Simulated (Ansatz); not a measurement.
## A computed series for hypothetical I4_132 Si: pressure series

Start from Si (space group I4_132, No. 214; a = 6.438 Å; a hypothetical phase, not in the database extracts checked).

Cell and atoms are relaxed at each pressure.

Levels (all Ansatz, an electronic-structure program, PAW): PBE (420 eV, no spin-orbit coupling); PBEsol (420 eV, scalar-relativistic without spin-orbit coupling).

The base cell above is that of PBE; each level relaxes its own structures.

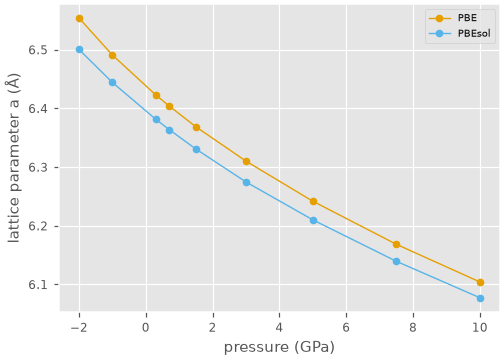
Fig. 1. Lattice parameter a under two levels

### Question
How do the two levels compare along the series?

### Answer
PBE lies above PBEsol in every row, by 2.7 pm to 5.4 pm. They put the cases in the same order.

Load acts through the strain it causes; cell and atoms are relaxed under it. Stability against distortions was not tested. No other phases were tried under pressure.
